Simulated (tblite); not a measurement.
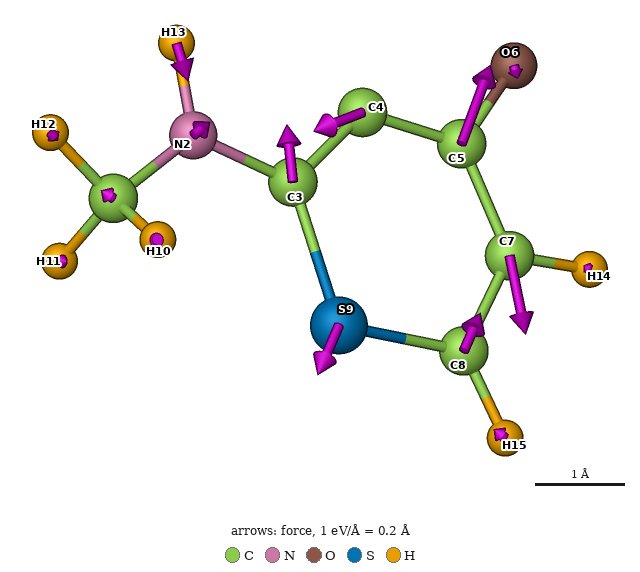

Starting geometry of C₆H₆NOS (multiplicity 2) with the computed forces as purple arrows. The picture is a ball-and-stick view, seen at a tilt.

The calculation used GFN2-xTB geometry optimisation, gas phase (tblite 0.8.0). 

Is this structure relaxed? If not, where do the atoms go?

It isn't relaxed: the largest force vector, on a C atom, is 5.46 eV/Å. The final displacements follow the starting forces only in part (cosine between the two patterns 0.31). After 70 geometry steps the energy has fallen by 114.5 kJ/mol. The atom that moves furthest after the best rigid fit is an H atom (0.32 Å). By element the largest moves are H 0.32 Å, S 0.23 Å, C 0.22 Å, O 0.18 Å, N 0.17 Å. Near-neighbour distances that change, for instance: C–S 1.710 → 1.826 Å, C–C 1.381 → 1.488 Å, H–N 1.072 → 1.008 Å, C–C 1.369 → 1.317 Å. Bond angles that change, for instance: C–C–C 125.1° → 110.9°, C–S–C 112.4° → 99.0°, N–C–S 125.4° → 113.7°.
